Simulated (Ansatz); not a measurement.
**A workflow on C2H3Al (SMILES [AlH].C#C)**

Aim: a series of 81 runs (revPBE0-D3(BJ)-ATM/cc-pVTZ, B3LYP/cc-pVTZ, SVWN5/cc-pVTZ, rPW86-PBE/cc-pVTZ, r2SCAN-D3(BJ)/cc-pVTZ, r2SCAN-rVV10/cc-pVTZ, B97M-V/cc-pVTZ, PBE0-D3(BJ)/cc-pVTZ, and more) of C2H3Al and its partners. 

The results are computed with Ansatz 0.2.0.

## Step 1: Starting point

C2H3Al has 6 atoms, charge 0, and is taken as a singlet. As SMILES, `[AlH].C#C`.

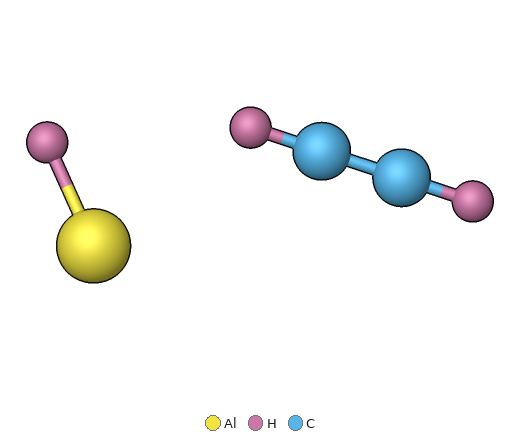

Viewed from a chosen angle; aluminium yellow, hydrogen pink, carbon blue.

## Step 2: The energy at revPBE0-D3(BJ)-ATM/cc-pVTZ (run 1)

molecule.yaml

```yaml
basis:
  gaussian:
    orbitals: cc-pVTZ
crystal:
  periodic: [false, false, false]
  atoms:
    - symbol: Al
      position_ang: [0.000000, 0.000000, -0.806740]
    - symbol: H
      position_ang: [0.000000, 0.000000, 0.806740]
    - symbol: C
      position_ang: [-0.844300, 3.395660, -0.916530]
    - symbol: C
      position_ang: [-1.254400, 4.193120, -1.709460]
    - symbol: H
      position_ang: [-0.479530, 2.686270, -0.211250]
    - symbol: H
      position_ang: [-1.619170, 4.902510, -2.414750]
hamiltonian:
  xc: {name: revPBE0}
  dispersion: d3bjatm
```

Command:

```bash
ansatz run molecule.yaml --threads 1 --pin off --max-ram 2610MiB --events-out events.jsonl --progress --plain --runs-dir runs
```

Standard output:

```text
Warning: RAYON_NUM_THREADS=1 ignored (pool sized by the plan → 1); use --threads N
Functional definition: revPBE0
  name "revPBE0"
  parameter a = 0.25
  parameter kappa = 1.245
  parameter beta = 0.06672455060314922
  exchange = (1 - a)*pbe_x(kappa = kappa, mu = beta*pi^2/3) + a*exact_x
  correlation = pbe_c(beta = beta)
811 factors; their error is unknown
mean field evaluation 1: about -8710.2117 eV, gradient 4.1e1 eV
mean field evaluation 2: about -8710.3362 eV, gradient 3.9e1 eV
mean field evaluation 4: about -8714.3581 eV, gradient 2.5e0 eV
mean field evaluation 8: about -8714.3895 eV, gradient 1.3e-2 eV
mean field -8714.38952709 eV, -320.2479082953 hartree, gradient 5.3e-5 eV, S^2 0.000000; 0 other end points of the search recorded, 0 dependent functions left out
reference -8714.38956437 eV, -320.2479096651 hartree; 14, 14 occupied and 122, 122 virtual orbitals, 811 factors
Total energy: -8714.58420942 eV, -320.2550627388 hartree
```

Run time: 2.5 s. Hardware: 1 thread of Intel Xeon at 2.70GHz, shared host; peak memory 0.2 GiB.

## Step 3: AlH: a single-point energy at revPBE0-D3(BJ)-ATM/cc-pVTZ (run 2)

job.yaml

```yaml
crystal:
  periodic: [false, false, false]
  atoms:
    - {symbol: Al, position_ang: [0.000000, 0.000000, -0.806740]}
    - {symbol: H, position_ang: [0.000000, 0.000000, 0.806740]}
basis:
  gaussian: {orbitals: cc-pVTZ}
hamiltonian: {xc: {name: revPBE0}, dispersion: d3bjatm}
```

Command:

```bash
ansatz run job.yaml --threads 1 --pin off --max-ram 2610MiB --events-out events.jsonl --progress --plain --runs-dir runs
```

Standard output:

```text
Warning: RAYON_NUM_THREADS=1 ignored (pool sized by the plan → 1); use --threads N
Functional definition: revPBE0
  name "revPBE0"
  parameter a = 0.25
  parameter kappa = 1.245
  parameter beta = 0.06672455060314922
  exchange = (1 - a)*pbe_x(kappa = kappa, mu = beta*pi^2/3) + a*exact_x
  correlation = pbe_c(beta = beta)
345 factors; their error is unknown
mean field evaluation 1: about -6609.9952 eV, gradient 9.9e0 eV
mean field evaluation 2: about -6610.3443 eV, gradient 4.3e0 eV
mean field evaluation 4: about -6610.4432 eV, gradient 9.9e-2 eV
mean field evaluation 8: about -6610.4612 eV, gradient 7.2e-5 eV
mean field -6610.46123890 eV, -242.9299697980 hartree, gradient 7.2e-5 eV, S^2 0.000000; 0 other end points of the search recorded, 0 dependent functions left out
reference -6610.46126567 eV, -242.9299707818 hartree; 7, 7 occupied and 41, 41 virtual orbitals, 345 factors
Total energy: -6610.49064681 eV, -242.9310505190 hartree
```

Run time: 0.28 s. Hardware: 1 thread of Intel Xeon at 2.70GHz, shared host.

Runs 3 to 49 aren't shown in full; the table further down has their settings and results.

## Step 4: The energy at r2SCAN-rVV10/cc-pVTZ (run 50)

in.yaml

```yaml
crystal:
  periodic: [false, false, false]
  atoms:
    - {symbol: Al, position_ang: [0.000000, 0.000000, -0.806740]}
    - {symbol: H, position_ang: [0.000000, 0.000000, 0.806740]}
    - {symbol: C, position_ang: [-0.844300, 3.395660, -0.916530]}
    - {symbol: C, position_ang: [-1.254400, 4.193120, -1.709460]}
    - {symbol: H, position_ang: [-0.479530, 2.686270, -0.211250]}
    - {symbol: H, position_ang: [-1.619170, 4.902510, -2.414750]}
basis:
  gaussian:
    orbitals: cc-pVTZ
total_charge: 0
hamiltonian:
  xc: {name: r2SCAN}
  dispersion: rvv10
```

Command:

```bash
ansatz run in.yaml --threads 1 --pin off --max-ram 2610MiB --events-out events.jsonl --progress --plain --runs-dir runs
```

Standard output:

```text
Warning: RAYON_NUM_THREADS=1 ignored (pool sized by the plan → 1); use --threads N
Functional definition: r2SCAN+rVV10
  name "r2SCAN+rVV10"
  parameter k0 = 0.174
  parameter k1 = 0.065
  parameter a1 = 4.9479
  exchange = r2scan_x(k0 = k0, k1 = k1, a1 = a1)
  correlation = r2scan_c + rvv10(11.95, 0.0093)
781 factors; their error is unknown
mean field evaluation 1: about -8707.4014 eV, gradient 4.8e1 eV
mean field evaluation 2: about -8641.6015 eV, gradient 1.3e2 eV
mean field evaluation 4: about -8712.2291 eV, gradient 1.9e1 eV
mean field evaluation 8: about -8713.2026 eV, gradient 4.1e-2 eV
mean field evaluation 16: about -8713.1939 eV, gradient 1.5e-5 eV
mean field -8713.19394361 eV, -320.2039714126 hartree, gradient 1.5e-5 eV, S^2 0.000000; 0 other end points of the search recorded, 0 dependent functions left out
reference -8713.19395536 eV, -320.2039718444 hartree; 14, 14 occupied and 122, 122 virtual orbitals, 781 factors
Total energy: -8713.19395536 eV, -320.2039718444 hartree
```

It took 4.5 s on 1 thread of Intel Xeon at 2.70GHz, shared host; peak memory 0.15 GiB.

Runs 51 to 80 aren't shown in full; the table further down has their settings and results.

## Step 5: C2H2 among ghost functions: the energy at RPA@PBE/cc-pVTZ (with ghost functions) (run 81)

in.yaml

```yaml
crystal:
  periodic: [false, false, false]
  atoms:
    - {symbol: C, position_ang: [-1.504250, 5.782020, -1.742300]}
    - {symbol: C, position_ang: [-1.914350, 6.579470, -2.535230]}
    - {symbol: H, position_ang: [-1.139480, 5.072620, -1.037010]}
    - {symbol: H, position_ang: [-2.279120, 7.288860, -3.240510]}
basis:
  gaussian:
    orbitals: cc-pVTZ
    ghost_atoms: [{symbol: Al, position_ang: [0.000000, 0.000000, -0.806740]}, {symbol: H, position_ang: [0.000000, 0.000000, 0.806740]}]
hamiltonian:
  xc: pbe
correlation:
  method: rpa
  frozen_orbitals: {C: 1, H: 0}
```

Command:

```bash
ansatz run in.yaml --threads 1 --pin off --max-ram 2610MiB --events-out events.jsonl --progress --plain --runs-dir runs
```

Standard output:

```text
Warning: RAYON_NUM_THREADS=1 ignored (pool sized by the plan → 1); use --threads N
Functional definition: PBE
  name "PBE"
  parameter kappa = 0.804
  parameter beta = 0.06672455060314922
  exchange = pbe_x(kappa = kappa, mu = beta*pi^2/3)
  correlation = pbe_c(beta = beta)
785 factors; integrals over basis functions are off by at most 1.7e-3 eV
mean field evaluation 1: about -2096.2481 eV, gradient 4.9e1 eV
mean field evaluation 2: about -2096.2439 eV, gradient 4.9e1 eV
mean field evaluation 4: about -2102.0501 eV, gradient 3.1e0 eV
mean field evaluation 8: about -2102.0760 eV, gradient 3.5e-1 eV
mean field evaluation 16: about -2102.0763 eV, gradient 3.3e-7 eV
mean field -2102.07627762 eV, -77.2498783642 hartree, gradient 3.3e-7 eV, S^2 0.000000; 0 other end points of the search recorded, 0 dependent functions left out
2 core orbitals not correlated: weight in the atoms' cores, before any rotation towards them, 1.000 or more for the frozen orbitals, at most 0.000 for the correlated occupied ones
reference -2090.77662824 eV, -76.8346239086 hartree; 5, 5 occupied and 129, 129 virtual orbitals, 785 factors
Total energy: -2104.43869260 eV, -77.3366955132 hartree
```

Run time: 2.2 s. Hardware: 1 thread of Intel Xeon at 2.70GHz, shared host; peak memory 0.17 GiB.

## Step 6: Overview of the runs

```csv
run,level,contact,fragment atoms,partner,energy (Eh),wall time
1,revPBE0-D3(BJ)-ATM/cc-pVTZ,–,–,base,-320.255063,2.5 s
2,revPBE0-D3(BJ)-ATM/cc-pVTZ,base,"(1, 2)",fragment,-242.931051,0.28 s
3,revPBE0-D3(BJ)-ATM/cc-pVTZ (with ghost functions),base,"(1, 2)",fragment with ghosts,-242.931084,2.2 s
4,revPBE0-D3(BJ)-ATM/cc-pVTZ,base,"(3, 4, 5, 6)",fragment,-77.323931,0.98 s
5,revPBE0-D3(BJ)-ATM/cc-pVTZ (with ghost functions),base,"(3, 4, 5, 6)",fragment with ghosts,-77.324066,2.1 s
6,B3LYP/cc-pVTZ,–,–,base,-320.367615,1.9 s
7,B3LYP/cc-pVTZ,base,"(1, 2)",fragment,-243.006790,0.57 s
8,B3LYP/cc-pVTZ (with ghost functions),base,"(1, 2)",fragment with ghosts,-243.006827,2.8 s
9,B3LYP/cc-pVTZ,base,"(3, 4, 5, 6)",fragment,-77.363534,0.65 s
10,B3LYP/cc-pVTZ (with ghost functions),base,"(3, 4, 5, 6)",fragment with ghosts,-77.363686,2.3 s
11,SVWN5/cc-pVTZ,–,–,base,-318.536736,1.4 s
12,SVWN5/cc-pVTZ,base,"(1, 2)",fragment,-241.911951,0.26 s
13,SVWN5/cc-pVTZ (with ghost functions),base,"(1, 2)",fragment with ghosts,-241.912012,0.75 s
14,SVWN5/cc-pVTZ,base,"(3, 4, 5, 6)",fragment,-76.623045,0.31 s
15,SVWN5/cc-pVTZ (with ghost functions),base,"(3, 4, 5, 6)",fragment with ghosts,-76.623171,0.7 s
16,rPW86-PBE/cc-pVTZ,–,–,base,-320.795252,3.9 s
17,rPW86-PBE/cc-pVTZ,base,"(1, 2)",fragment,-243.255238,0.67 s
18,rPW86-PBE/cc-pVTZ (with ghost functions),base,"(1, 2)",fragment with ghosts,-243.255285,4.2 s
19,rPW86-PBE/cc-pVTZ,base,"(3, 4, 5, 6)",fragment,-77.541056,1.5 s
20,rPW86-PBE/cc-pVTZ (with ghost functions),base,"(3, 4, 5, 6)",fragment with ghosts,-77.541207,3.6 s
21,rPW86-PBE/cc-pVTZ,–,–,contact x 0.9,-320.794712,3.6 s
22,rPW86-PBE/cc-pVTZ (with ghost functions),contact x 0.9,"(1, 2)",fragment with ghosts,-243.255318,4.5 s
23,rPW86-PBE/cc-pVTZ (with ghost functions),contact x 0.9,"(3, 4, 5, 6)",fragment with ghosts,-77.541230,4.5 s
24,rPW86-PBE/cc-pVTZ,–,–,contact x 1.15,-320.795620,5.7 s
25,rPW86-PBE/cc-pVTZ (with ghost functions),contact x 1.15,"(1, 2)",fragment with ghosts,-243.255272,4.2 s
26,rPW86-PBE/cc-pVTZ (with ghost functions),contact x 1.15,"(3, 4, 5, 6)",fragment with ghosts,-77.541173,2.7 s
27,rPW86-PBE/cc-pVTZ,–,–,contact x 1.4,-320.795892,4.8 s
28,rPW86-PBE/cc-pVTZ (with ghost functions),contact x 1.4,"(1, 2)",fragment with ghosts,-243.255261,3.3 s
29,rPW86-PBE/cc-pVTZ (with ghost functions),contact x 1.4,"(3, 4, 5, 6)",fragment with ghosts,-77.541122,4.2 s
30,rPW86-PBE/cc-pVTZ,–,–,contact x 1.8,-320.796108,4.8 s
31,rPW86-PBE/cc-pVTZ (with ghost functions),contact x 1.8,"(1, 2)",fragment with ghosts,-243.255248,4.2 s
32,rPW86-PBE/cc-pVTZ (with ghost functions),contact x 1.8,"(3, 4, 5, 6)",fragment with ghosts,-77.541065,2.4 s
33,r2SCAN-D3(BJ)/cc-pVTZ,–,–,base,-320.249113,2.3 s
34,r2SCAN-D3(BJ)/cc-pVTZ,base,"(1, 2)",fragment,-242.944083,0.59 s
35,r2SCAN-D3(BJ)/cc-pVTZ (with ghost functions),base,"(1, 2)",fragment with ghosts,-242.944121,2.5 s
36,r2SCAN-D3(BJ)/cc-pVTZ,base,"(3, 4, 5, 6)",fragment,-77.305847,1.3 s
37,r2SCAN-D3(BJ)/cc-pVTZ (with ghost functions),base,"(3, 4, 5, 6)",fragment with ghosts,-77.305927,1.8 s
38,r2SCAN-D3(BJ)/cc-pVTZ,–,–,contact x 0.9,-320.248626,2.7 s
39,r2SCAN-D3(BJ)/cc-pVTZ (with ghost functions),contact x 0.9,"(1, 2)",fragment with ghosts,-242.944141,2.2 s
40,r2SCAN-D3(BJ)/cc-pVTZ (with ghost functions),contact x 0.9,"(3, 4, 5, 6)",fragment with ghosts,-77.305940,1.9 s
41,r2SCAN-D3(BJ)/cc-pVTZ,–,–,contact x 1.15,-320.249500,2.4 s
42,r2SCAN-D3(BJ)/cc-pVTZ (with ghost functions),contact x 1.15,"(1, 2)",fragment with ghosts,-242.944110,3.3 s
43,r2SCAN-D3(BJ)/cc-pVTZ (with ghost functions),contact x 1.15,"(3, 4, 5, 6)",fragment with ghosts,-77.305911,1.9 s
44,r2SCAN-D3(BJ)/cc-pVTZ,–,–,contact x 1.4,-320.249732,3.9 s
45,r2SCAN-D3(BJ)/cc-pVTZ (with ghost functions),contact x 1.4,"(1, 2)",fragment with ghosts,-242.944100,3 s
46,r2SCAN-D3(BJ)/cc-pVTZ (with ghost functions),contact x 1.4,"(3, 4, 5, 6)",fragment with ghosts,-77.305886,1.8 s
47,r2SCAN-D3(BJ)/cc-pVTZ,–,–,contact x 1.8,-320.249820,3.9 s
48,r2SCAN-D3(BJ)/cc-pVTZ (with ghost functions),contact x 1.8,"(1, 2)",fragment with ghosts,-242.944090,1.7 s
49,r2SCAN-D3(BJ)/cc-pVTZ (with ghost functions),contact x 1.8,"(3, 4, 5, 6)",fragment with ghosts,-77.305853,2.4 s
50,r2SCAN-rVV10/cc-pVTZ,–,–,base,-320.203972,4.5 s
51,r2SCAN-rVV10/cc-pVTZ,base,"(1, 2)",fragment,-242.921409,1.1 s
52,r2SCAN-rVV10/cc-pVTZ (with ghost functions),base,"(1, 2)",fragment with ghosts,-242.921446,3.6 s
53,r2SCAN-rVV10/cc-pVTZ,base,"(3, 4, 5, 6)",fragment,-77.283511,1.2 s
54,r2SCAN-rVV10/cc-pVTZ (with ghost functions),base,"(3, 4, 5, 6)",fragment with ghosts,-77.283592,2.7 s
55,B97M-V/cc-pVTZ,–,–,base,-320.282740,5.1 s
56,B97M-V/cc-pVTZ,base,"(1, 2)",fragment,-242.926759,0.89 s
57,B97M-V/cc-pVTZ (with ghost functions),base,"(1, 2)",fragment with ghosts,-242.926785,3.9 s
58,B97M-V/cc-pVTZ,base,"(3, 4, 5, 6)",fragment,-77.356927,1.8 s
59,B97M-V/cc-pVTZ (with ghost functions),base,"(3, 4, 5, 6)",fragment with ghosts,-77.357126,4.2 s
60,PBE0-D3(BJ)/cc-pVTZ,–,–,base,-320.118151,2.2 s
61,PBE0-D3(BJ)/cc-pVTZ,base,"(1, 2)",fragment,-242.862294,0.39 s
62,PBE0-D3(BJ)/cc-pVTZ (with ghost functions),base,"(1, 2)",fragment with ghosts,-242.862327,1.2 s
63,PBE0-D3(BJ)/cc-pVTZ,base,"(3, 4, 5, 6)",fragment,-77.255928,0.59 s
64,PBE0-D3(BJ)/cc-pVTZ (with ghost functions),base,"(3, 4, 5, 6)",fragment with ghosts,-77.256048,1.5 s
65,RPA@PBE/cc-pVTZ,–,–,base,-319.939370,3.3 s
66,RPA@PBE/cc-pVTZ,base,"(1, 2)",fragment,-242.605455,0.47 s
67,RPA@PBE/cc-pVTZ (with ghost functions),base,"(1, 2)",fragment with ghosts,-242.605631,2.3 s
68,RPA@PBE/cc-pVTZ,base,"(3, 4, 5, 6)",fragment,-77.336688,1 s
69,RPA@PBE/cc-pVTZ (with ghost functions),base,"(3, 4, 5, 6)",fragment with ghosts,-77.336949,2.3 s
70,RPA@PBE/cc-pVTZ,–,–,contact x 0.9,-319.937284,3.9 s
71,RPA@PBE/cc-pVTZ (with ghost functions),contact x 0.9,"(1, 2)",fragment with ghosts,-242.605736,2.3 s
72,RPA@PBE/cc-pVTZ (with ghost functions),contact x 0.9,"(3, 4, 5, 6)",fragment with ghosts,-77.337078,2.6 s
73,RPA@PBE/cc-pVTZ,–,–,contact x 1.15,-319.940897,4.5 s
74,RPA@PBE/cc-pVTZ (with ghost functions),contact x 1.15,"(1, 2)",fragment with ghosts,-242.605558,2.3 s
75,RPA@PBE/cc-pVTZ (with ghost functions),contact x 1.15,"(3, 4, 5, 6)",fragment with ghosts,-77.336837,2.2 s
76,RPA@PBE/cc-pVTZ,–,–,contact x 1.4,-319.941739,4.5 s
77,RPA@PBE/cc-pVTZ (with ghost functions),contact x 1.4,"(1, 2)",fragment with ghosts,-242.605504,2.6 s
78,RPA@PBE/cc-pVTZ (with ghost functions),contact x 1.4,"(3, 4, 5, 6)",fragment with ghosts,-77.336745,2.6 s
79,RPA@PBE/cc-pVTZ,–,–,contact x 1.8,-319.942014,2.8 s
80,RPA@PBE/cc-pVTZ (with ghost functions),contact x 1.8,"(1, 2)",fragment with ghosts,-242.605468,2.4 s
81,RPA@PBE/cc-pVTZ (with ghost functions),contact x 1.8,"(3, 4, 5, 6)",fragment with ghosts,-77.336696,2.2 s
```

## Step 7: Results

```
                                                                                                                                           quantity         value
                                                                                                   C2H2 among ghost functions, run 81: total energy  -77.33670 Eh
                                                                               C2H2 among ghost functions, run 81: RPA correlation energy (valence)    -502.1 mEh
interaction energy of the rigid parts AlH and C2H2 (parts in the whole basis, counterpoise; closest atoms 2.79 Å apart), revPBE0-D3(BJ)-ATM/cc-pVTZ      0.002 eV
             interaction energy of the rigid parts AlH and C2H2 (parts in the whole basis, counterpoise; closest atoms 2.79 Å apart), B3LYP/cc-pVTZ      0.079 eV
                           interaction energy of the rigid parts AlH and C2H2 (parts in their own basis; closest atoms 2.79 Å apart), B3LYP/cc-pVTZ      0.074 eV
         interaction energy of the rigid parts AlH and C2H2 (parts in the whole basis, counterpoise; closest atoms 2.51 Å apart), rPW86-PBE/cc-pVTZ      0.050 eV
     interaction energy of the rigid parts AlH and C2H2 (parts in the whole basis, counterpoise; closest atoms 3.91 Å apart), r2SCAN-D3(BJ)/cc-pVTZ      0.007 eV
                    interaction energy of the rigid parts AlH and C2H2 (parts in their own basis; closest atoms 2.79 Å apart), r2SCAN-rVV10/cc-pVTZ      0.026 eV
                     interaction energy of the rigid parts AlH and C2H2 (parts in their own basis; closest atoms 2.79 Å apart), PBE0-D3(BJ)/cc-pVTZ      0.002 eV
           interaction energy of the rigid parts AlH and C2H2 (parts in the whole basis, counterpoise; closest atoms 3.91 Å apart), RPA@PBE/cc-pVTZ      0.014 eV
```

**Reading.** At revPBE0-D3(BJ)-ATM/cc-pVTZ: the interaction energy of the rigid parts AlH and C2H2 (parts in the whole basis, counterpoise; closest atoms 2.79 Å apart) is 0.00 eV (0.1 kcal/mol). At B3LYP/cc-pVTZ: the interaction energy of the rigid parts AlH and C2H2 (parts in the whole basis, counterpoise; closest atoms 2.79 Å apart) is 0.08 eV (1.8 kcal/mol): the parts repel at this shape. The basis-set superposition error is 0.5 kJ/mol. At B3LYP/cc-pVTZ: the interaction energy of the rigid parts AlH and C2H2 (parts in their own basis; closest atoms 2.79 Å apart) is 0.07 eV (1.7 kcal/mol): the parts repel at this shape. Without counterpoise this holds the superposition error of the basis. At rPW86-PBE/cc-pVTZ: the interaction energy of the rigid parts AlH and C2H2 (parts in the whole basis, counterpoise; closest atoms 2.51 Å apart) is 0.05 eV (1.2 kcal/mol): the parts repel at this shape. At r2SCAN-D3(BJ)/cc-pVTZ: the interaction energy of the rigid parts AlH and C2H2 (parts in the whole basis, counterpoise; closest atoms 3.91 Å apart) is 0.01 eV (0.7 kJ/mol). Totals of different functionals can't be ranked against each other. All runs together took 3.4 min, the longest 5.7 s.
